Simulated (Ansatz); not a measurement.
**In (I4/mmm, 1 atom in the cell): the cell at rest**

Task: relax In (I4/mmm, 1 atom in the cell) tightly.

Method: DFT PBEsol, scalar-relativistic, plane waves, PAW; PAW set soft_1, in Ansatz 0.2.0.

## 1. The starting structure

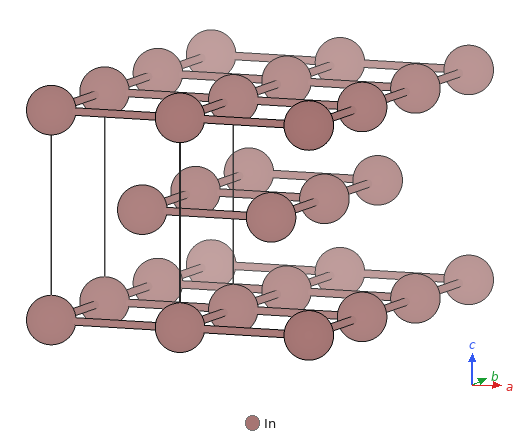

The cell as given, slightly off an axis (indium brown). 2×3×1 cells are drawn. This picture shows the conventional cell, with its axes. Some periodic images of atoms are drawn too.

## 2. A coarse first look

First a cheap look: the gap decides the mesh and the occupations, the pressure tells how far the cell has to move.

The input, input.yaml:

```yaml
crystal:
  lattice:
    - [-1.62547, 1.62547, 2.4737]
    - [1.62547, -1.62547, 2.4737]
    - [1.62547, 1.62547, -2.4737]
  atoms:
    - { symbol: In, position: [0.0, 0.0, 0.0] }
kpoints:
  mp_grid: { grid: [8, 8, 8] }
hamiltonian:
  xc: pbesol
  pseudopotentials: { kind: paw, azcp: { folder: soft_1 }, xc_functional: pbe }
scf:
  occupations: { method: gaussian, width: 0.1 }
output:
  forces: true
  stress: true
  eigenvalues: true
```

The run is started by

```
ansatz run input.yaml --threads 4 --pin off --max-ram 10240MiB --backend cpu --events-out ev --progress --plain --runs-dir out
```

Numbers of over 12 decimals in the logs are rounded to 6 here.

Log:

```text
Engine: ansatz 0.2.0, aarch64-unknown-linux-gnu
Pseudopotentials: kind: paw
Pseudopotential: In, paw, valence charge 13, recommended cutoff 420 eV (normal), soft_1/In.paw.azcp
Functional definition: PBEsol
  exchange = pbesol_x
  correlation = pbesol_c
Crystal: 1 atoms, lattice volume = 26.144 Å³
[...]
--- Band table (eV; the first three rows and the last of 59) ---
  k-point 0: bands = [... 3 lower, -4.2649, -4.1635, 0.6045, 20.6937, 20.6937, 20.8665, 21.7411, 24.1213]
  k-point 1: bands = [... 3 lower, -4.2544, -4.1862, 1.0849, 18.5658, 18.7764, 19.2797, 20.2791, 24.0380]
  k-point 2: bands = [... 3 lower, -4.2082, -4.1554, 2.5454, 16.0052, 16.3091, 16.6809, 18.7383, 19.3921]
  k-point 58: bands = [... 3 lower, -4.0253, -4.0253, 7.2262, 7.4869, 14.8863, 14.8863, 18.3555, 18.3717]
[key lines of the parts left out:]
SCF converged after 6 iterations
Free energy (F): -5525.463136 eV
Fermi energy:    10.228076 eV
P = ⅓ Tr σ = -1.1196 GPa (-11.196 kbar)
```

The job ended after 0.44 s (4 threads of Arm Neoverse V1, shared host; peak memory 0.25 GiB).

Numbers from this step:

- pressure: -1.120 GPa
- volume per atom: 26.14 Å³
- gap on the k-mesh: 0 eV

The coarse mesh shows no gap and a pressure of -1.1 GPa.

## 3. Bringing the structure to rest

Harmonic phonons are second derivatives at a point where the forces vanish, and they are wanted at zero stress, so atoms and cell are relaxed first.

input.yaml, the sections that differ from step 2:

```yaml
kpoints:
  mp_grid: { grid: [18, 18, 18] }
output:
  forces: true
  stress: true
  eigenvalues: true
  write_density: true
  write_potential: true
  elf: true
  volumetric_format: npy
relax:
  adjacent_minimum: "off"
  f_tol: 0.005
  max_steps: 80
  cell: { stress_tol: 0.05 }
# crystal, hamiltonian, scf: as in step 2
```

Log:

```text
[...]
Crystal: 1 atoms, lattice volume = 26.144 Å³
Basis set: ecut = 420 eV, 533 PW (Γ), exchange–correlation on 48×48×48 points (8 copies of the dense FFT grid, shifted against one another)
Bands: 11, of which v1, the nominal top of the filled ones, is band 7 counted from 1 (6 counted from 0)
Symmetry: 16 space group operations
[...]
k-points: 480 of 5832
[...]
SCF iter   1: F=—  HF=-5525.506098 eV  |F-HF|=—  |Δ(HF+E_count)|=         —  Δρ=1.55e-2  dr2=8.89e-2  ethr=3.10e-3  ⟨swp⟩=5.6  Hψ=33810  notcnv=0
[...]
SCF iter   6: F=-5525.468534 eV  HF=-5525.468534 eV  |F-HF|=1.58e-10  |Δ(HF+E_count)|=   7.31e-9  Δρ=8.47e-7  dr2=1.25e-10  ethr=4.83e-11  ⟨swp⟩=4.1  Hψ=22472  notcnv=0
SCF 1 converged in 6 iterations: F = -5525.468534 eV  dr2 = 1.25e-10
[...]
relax step   1: F+E_penalty+E_count = -5525.46853402 eV  Δ(F+E_penalty+E_count) = +0.000e0 eV  max|allowed force component| = 0.000e0 eV/Å  Δτ_max = 0.0000 Å  P = -0.962 GPa  Ω = 26.144 Å³  (6 SCF iters, dr2 threshold 1.00e-7 eV, accepted)
Crystal: 1 atoms, lattice volume = 25.601 Å³
Basis set: ecut = 420 eV, 517 PW (Γ), exchange–correlation on 48×48×48 points (8 copies of the dense FFT grid, shifted against one another)
[...]
iter 1 solved again at ethr=5.04e-7 eV; its pass at ethr=3.10e-3 eV (dr2=6.56e-5 eV) is discarded
[...]
SCF iter   4: F=-5525.470527 eV  HF=-5525.470527 eV  |F-HF|=4.06e-10  |Δ(HF+E_count)|=   1.43e-7  Δρ=2.84e-6  dr2=1.55e-9  ethr=7.69e-10  ⟨swp⟩=8.6  Hψ=34174  notcnv=0
SCF 2 converged in 4 iterations: F = -5525.470527 eV  dr2 = 1.55e-9
[...]
relax step   2: F+E_penalty+E_count = -5525.47052729 eV  Δ(F+E_penalty+E_count) = -1.993e-3 eV  max|allowed force component| = 0.000e0 eV/Å  Δτ_max = 0.0000 Å  P = -0.118 GPa  Ω = 25.601 Å³  energy of the carried Pulay correction = +7.297e-5 eV  (4 SCF iters, dr2 threshold 1.00e-7 eV, accepted)
Crystal: 1 atoms, lattice volume = 25.492 Å³
[...]
SCF iter   3: F=-5525.470789 eV  HF=-5525.470789 eV  |F-HF|=3.24e-10  |Δ(HF+E_count)|=   1.28e-7  Δρ=1.92e-5  dr2=6.92e-8  ethr=7.69e-10  ⟨swp⟩=7.0  Hψ=29409  notcnv=0
SCF 3 converged in 3 iterations: F = -5525.470789 eV  dr2 = 6.92e-8
relax step   3: F+E_penalty+E_count = -5525.47078868 eV  Δ(F+E_penalty+E_count) = -2.614e-4 eV  max|allowed force component| = 0.000e0 eV/Å  Δτ_max = 0.0000 Å  P = +0.046 GPa  Ω = 25.492 Å³  energy of the carried Pulay correction = +8.775e-5 eV  (3 SCF iters, dr2 threshold 1.00e-7 eV, accepted)
[...]
relax step   4: F+E_penalty+E_count = -5525.46041649 eV  Δ(F+E_penalty+E_count) = +1.037e-2 eV  max|allowed force component| = 0.000e0 eV/Å  Δτ_max = 0.0000 Å  P = +2.266 GPa  Ω = 24.490 Å³  energy of the carried Pulay correction = +2.278e-4 eV  (5 SCF iters, dr2 threshold 1.00e-7 eV, rejected (line search))
[...]
relax step   5: F+E_penalty+E_count = -5525.47121741 eV  Δ(F+E_penalty+E_count) = -4.287e-4 eV  max|allowed force component| = 0.000e0 eV/Å  Δτ_max = 0.0000 Å  P = +0.141 GPa  Ω = 25.424 Å³  energy of the carried Pulay correction = +9.668e-5 eV  (6 SCF iters, accepted)
[...]
relax step   6: F+E_penalty+E_count = -5525.47131314 eV  Δ(F+E_penalty+E_count) = -9.573e-5 eV  max|allowed force component| = 0.000e0 eV/Å  Δτ_max = 0.0000 Å  P = +0.002 GPa  Ω = 25.518 Å³  energy of the carried Pulay correction = +8.302e-5 eV  (3 SCF iters, dr2 threshold 1.00e-7 eV, accepted)
[...]
relax step   7: F+E_penalty+E_count = -5525.47145959 eV  Δ(F+E_penalty+E_count) = -1.464e-4 eV  max|allowed force component| = 0.000e0 eV/Å  Δτ_max = 0.0000 Å  P = +0.001 GPa  Ω = 25.508 Å³  energy of the carried Pulay correction = +8.463e-5 eV  (3 SCF iters, dr2 threshold 1.00e-7 eV, accepted)
[...]
relax step   8: F+E_penalty+E_count = -5525.47147059 eV  Δ(F+E_penalty+E_count) = -1.100e-5 eV  max|allowed force component| = 0.000e0 eV/Å  Δτ_max = 0.0000 Å  P = +0.003 GPa  Ω = 25.504 Å³  energy of the carried Pulay correction = +8.520e-5 eV  (3 SCF iters, dr2 threshold 8.27e-9 eV, accepted)
[...]
SCF iter   5: F=-5525.471390 eV  HF=-5525.471390 eV  |F-HF|=2.73e-12  |Δ(HF+E_count)|=  9.09e-12  Δρ=1.31e-8  dr2=2.35e-14  ethr=1.00e-12  ⟨swp⟩=5.0  Hψ=17454  notcnv=0
SCF 9 converged in 5 iterations: F = -5525.471390 eV  dr2 = 2.35e-14
relax step   9: F+E_penalty+E_count = -5525.47138963 eV  Δ(F+E_penalty+E_count) = +8.096e-5 eV  max|allowed force component| = 0.000e0 eV/Å  Δτ_max = 0.0000 Å  P = +0.001 GPa  Ω = 25.504 Å³  stress off target by 1.01e-2 GPa  SCF on the basis re-selected at this cell (its energy is not comparable with the rows above)  (5 SCF iters)
basis re-selected at this cell: Δ(F+E_penalty+E_count) = +8.096e-5 eV, ΔP = -0.002 GPa vs the last step (what re-selecting the basis moved, of the pressure what is left beyond the Pulay correction that the steps carried, after the strain that the cell walked since its last selection, with what the two solves' SCF thresholds leave and, on support functions, any second-order correction that the steps lacked; it is no measure of the basis error at this ecutwfc). This SCF's stress stands 1.01e-2 GPa from its target on what of the cell is left free (relax.cell.stress_tol is 5.00e-2 GPa) and its largest allowed force component is 0.00e0 eV/Å (relax.f_tol is 5.00e-3 eV/Å): [rest of the remark cut]
SCF converged after 5 iterations
Free energy (F): -5525.471390 eV
[...]
Internal energy: -5525.469501 eV  (E = F + TS)
E sigma→0 (E₀):  -5525.470445 eV
Entropy (-TS):   -0.001889 eV (-1.889 meV/atom)
Fermi energy:    10.525720 eV
[...]
--- Stress (GPa, compression-positive) ---
       -0.004180      -0.000000       0.000000
       -0.000000      -0.004180       0.000000
       -0.000000       0.000000       0.010066
  P = ⅓ Tr σ = 0.0006 GPa (0.006 kbar)
--- Band table (eV; the first three rows and the last of 480) ---
  k-point 0: bands = [... 3 lower, -3.9557, -3.8016, 0.7838, 21.2745, 21.2745, 21.4990, 22.1986, 24.7104]
  k-point 1: bands = [... 3 lower, -3.9508, -3.8086, 0.8818, 20.6144, 20.8474, 20.8985, 21.7450, 25.2543]
  k-point 2: bands = [... 3 lower, -3.9392, -3.8279, 1.1775, 19.3688, 19.6351, 20.0581, 20.9236, 25.5443]
  k-point 479: bands = [... 3 lower, -3.6803, -3.6803, 7.2938, 7.5931, 15.5802, 15.5802, 19.0789, 19.1819]
--- Relaxed structure (8 steps of the walk, 7 accepted, 1 SCFs on fresh bases) ---
  F+E_penalty+E_count = -5525.47138963 eV   max|allowed force component| = 0.000e0 eV/Å   (the final SCF, on the basis selected at the relaxed cell)
  cell:  # Å, volume = 25.5045 Å³
    - [-1.597441, 1.597441, 2.498659]
    - [1.597441, -1.597441, 2.498659]
    - [1.597441, 1.597441, -2.498659]
  atoms:
    - { symbol: In, position: [0.0, 0.0, 0.0] }
```

Wall time 20 s (4 threads); peak memory 0.43 GiB.

Step by step:

```tsv
step	energy less that of the first step (eV)	largest force component (eV/Å)	pressure (GPa)	volume (Å³)
1	0.0000	0.0000	-0.96	26.14
2	-0.0020	0.0000	-0.12	25.60
3	-0.0023	0.0000	0.05	25.49
4	0.0081	0.0000	2.27	24.49
5	-0.0027	0.0000	0.14	25.42
6	-0.0028	0.0000	0.00	25.52
7	-0.0029	0.0000	0.00	25.51
8	-0.0029	0.0000	0.00	25.50
9*	-0.0029	0.0000	0.00	25.50
```

Relaxation steps marked * repeat the geometry before them on a plane-wave basis chosen anew for their cell, so energy and pressure can jump there. Relaxation step 4 was tried and not accepted.

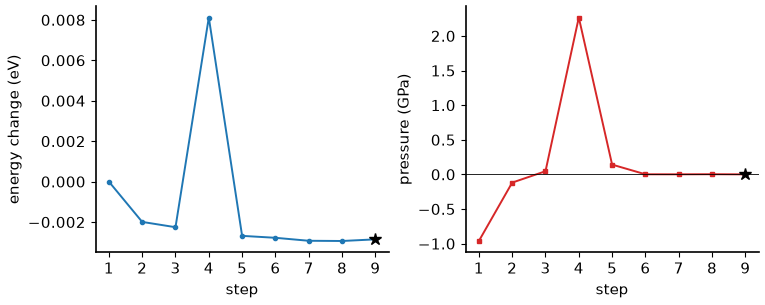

Energy and pressure along the relaxation. Stars mark steps on a basis chosen anew.

```tsv
conventional cell, symmetrised	before	after	change
a (Å)	3.251	3.195	-1.7 %
b (Å)	3.251	3.195	-1.7 %
c (Å)	4.947	4.997	+1.0 %
volume (Å³/atom)	26.14	25.50	-2.4 %
```

Final coordinates:

```xyz
1
Lattice="-1.5974 1.5974 2.4987 1.5974 -1.5974 2.4987 1.5974 1.5974 -2.4987" Properties=species:S:1:pos:R:3 pbc="T T T"
In    0.0000    0.0000    0.0000
```

This step gave:

```yaml
pressure: 5.69e-4 GPa
volume_per_atom: 25.50 Å³
```

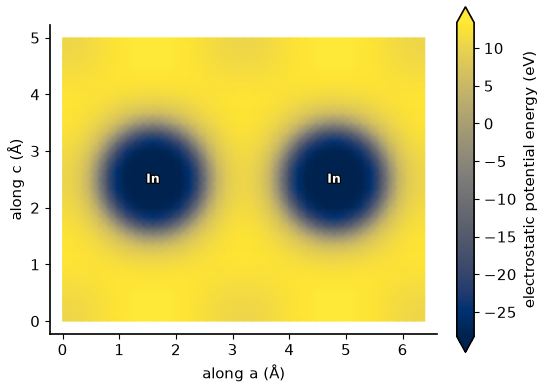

Electrostatic potential energy in the ac plane of the conventional cell at fractional y = 0.000, with atoms of In within 0.2 Å of it. With pseudopotentials it is smooth inside the atoms' cores, unlike the true potential. The map starts off the cell's origin, so that atoms lie inside it.

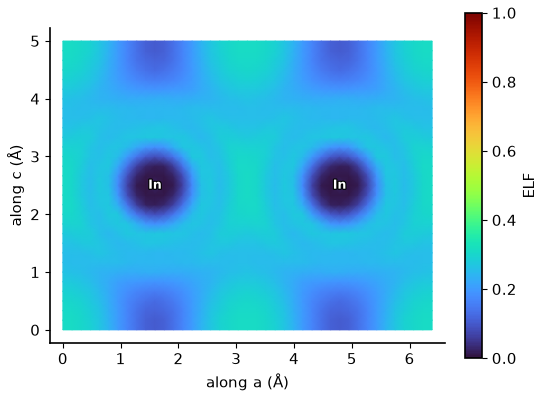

ELF in the ac plane of the conventional cell at fractional y = 0.000, with atoms of In within 0.2 Å of it. It is the smooth field of the valence electrons, not physical close to the nuclei. The map starts off the cell's origin, so that atoms lie inside it.

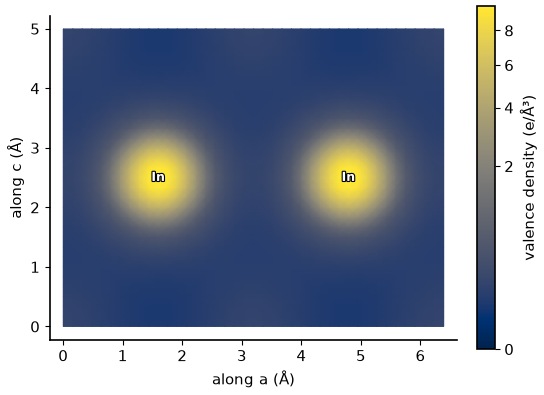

Valence density in the ac plane of the conventional cell at fractional y = 0.000, with atoms of In within 0.2 Å of it. It is the smooth field of the valence electrons, not physical close to the nuclei. The map starts off the cell's origin, so that atoms lie inside it. The colour scale is stretched toward low values.

In this step the volume went from 26.14 to 25.50 Å³/atom.

## 4. Tight relaxation

Phonons need a cell at rest on their own settings, so the relaxation is repeated with tight tolerances on forces and stress, using the mesh and the filling of the phonon run that follows.

The input, input.yaml:

```yaml
crystal:
  lattice:
    - [-1.5974409827, 1.5974409827, 2.4986586601]
    - [1.5974409827, -1.5974409827, 2.4986586601]
    - [1.5974409827, 1.5974409827, -2.4986586601]
  atoms:
    - { symbol: In, position: [0.0, 0.0, 0.0] }
kpoints:
  mp_grid: { grid: [20, 20, 20] }
hamiltonian:
  xc: pbesol
  pseudopotentials: { kind: paw, azcp: { folder: soft_1 }, xc_functional: pbe }
scf:
  occupations: { method: methfessel_paxton, width: 0.2 }
output:
  forces: true
  stress: true
  eigenvalues: true
relax:
  adjacent_minimum: "off"
  f_tol: 0.001
  max_steps: 60
  cell: { stress_tol: 0.01 }
```

Log:

```text
[...]
Crystal: 1 atoms, lattice volume = 25.504 Å³
Basis set: ecut = 420 eV, 501 PW (Γ), exchange–correlation on 48×48×48 points (8 copies of the dense FFT grid, shifted against one another)
Bands: 11, of which v1, the nominal top of the filled ones, is band 7 counted from 1 (6 counted from 0)
Symmetry: 16 space group operations
[...]
k-points: 641 of 8000
[...]
k-point 640: bands = [... 3 lower, -3.7157, -3.7157, 6.9981, 7.4488, 15.7794, 15.7794, 19.2491, 19.4119]
--- Relaxed structure (9 steps of the walk, 8 accepted, 1 SCFs on fresh bases) ---
[...]
cell:  # Å, volume = 25.5591 Å³
    - [-1.586197, 1.586197, 2.539635]
    - [1.586197, -1.586197, 2.539635]
    - [1.586197, 1.586197, -2.539635]
  atoms:
    - { symbol: In, position: [0.0, 0.0, 0.0] }
[key lines of the parts left out:]
SCF converged after 5 iterations
Free energy (F): -5525.469130 eV
Fermi energy:    10.494071 eV
P = ⅓ Tr σ = 0.0013 GPa (0.013 kbar)
```

It took 27 s on 4 threads; peak memory 0.46 GiB; 1.8 min of CPU time.

The steps of the relaxation:

```tsv
step	energy less that of the first step (eV)	largest force component (eV/Å)	pressure (GPa)	volume (Å³)
1	0.0000	0.0000	0.13	25.50
2	0.0000	0.0000	0.01	25.57
3	0.0000	0.0000	0.00	25.58
4	0.0000	0.0000	-0.01	25.58
5	0.0000	0.0000	-0.01	25.58
6	-0.0001	0.0000	-0.01	25.57
7	-0.0002	0.0000	0.01	25.55
8	-0.0002	0.0000	0.00	25.56
9	-0.0002	0.0000	0.00	25.56
10*	-0.0002	0.0000	0.00	25.56
```

Relaxation steps marked * repeat the geometry before them on a plane-wave basis chosen anew for their cell, so energy and pressure can jump there. Relaxation step 8 was tried and not accepted.

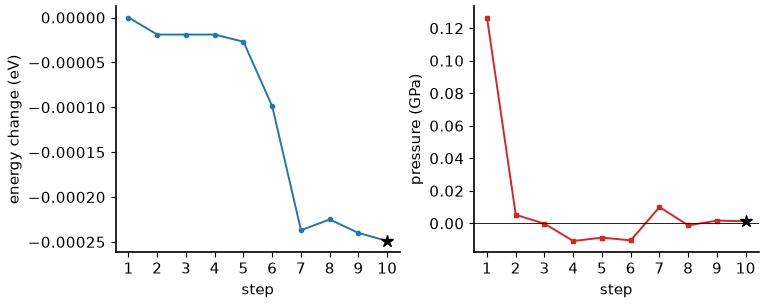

Energy and pressure along the relaxation. Stars mark steps on a basis chosen anew.

```tsv
conventional cell, symmetrised	before	after	change
a (Å)	3.195	3.172	-0.7 %
b (Å)	3.195	3.172	-0.7 %
c (Å)	4.997	5.079	+1.6 %
volume (Å³/atom)	25.50	25.56	+0.2 %
```

The relaxed structure:

```cif
data_structure
_symmetry_space_group_name_H-M 'P 1'
_symmetry_Int_Tables_number 1
_cell_length_a 3.3885
_cell_length_b 3.3885
_cell_length_c 3.3885
_cell_angle_alpha 124.176
_cell_angle_beta 124.176
_cell_angle_gamma 82.907
_cell_volume 25.56
loop_
_atom_site_label
_atom_site_type_symbol
_atom_site_fract_x
_atom_site_fract_y
_atom_site_fract_z
_atom_site_occupancy
In1 In 0.00000 0.00000 0.00000 1
```

Numbers from this step:

```
pressure        : 0.001255 GPa
volume per atom : 25.56 Å³
```

The forces vanish by symmetry and the pressure is 0.001 GPa, within the tolerances set. The cell now holds 25.56 Å³/atom.

## 5. Summary of results

```json
{"space group after relaxation (within 0.01 Å)": "I4/mmm", "lattice constant a": "3.172 Å", "lattice constant b": "3.172 Å", "lattice constant c": "5.079 Å", "volume per atom": "25.6 Å³"}
```

What this shows: The forces vanish by symmetry and the pressure is 0.001 GPa, within the tolerances set. The cell now holds 25.56 Å³/atom. The relaxation keeps the symmetry of its start, so it says nothing on stability against lower symmetry. The PAW files were made for PBE and serve the other functionals too.

[Logs are printed without paths, hosts, clocks, repeated set-up lines and the standing remarks that a program may print on its own settings, such as how far it seeks lower states.]

[Hosts, paths, dates, database ids (printed as entryN), source tags and the programs' standing remarks are cut or masked in the printed files.]
